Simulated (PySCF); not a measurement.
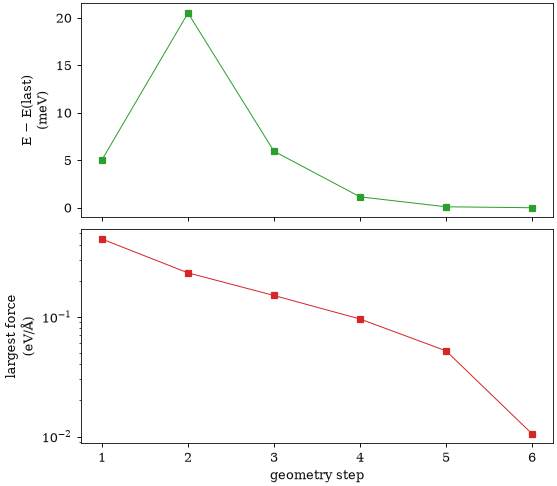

History of a geometry optimisation.

C₂H₃N (SMILES CC#N); PBE0-D3(BJ)/def2-SVP, geometry optimisation (PySCF).

How did it end, and what did it gain?

Answer. The optimisation met its thresholds at geometry 6, counting the start as the first. The energy fell by about 5.1 meV from the first step to the last, with a rise at step 2. The largest force goes from about 0.45 eV/Å at the start to 0.011 eV/Å at the end.
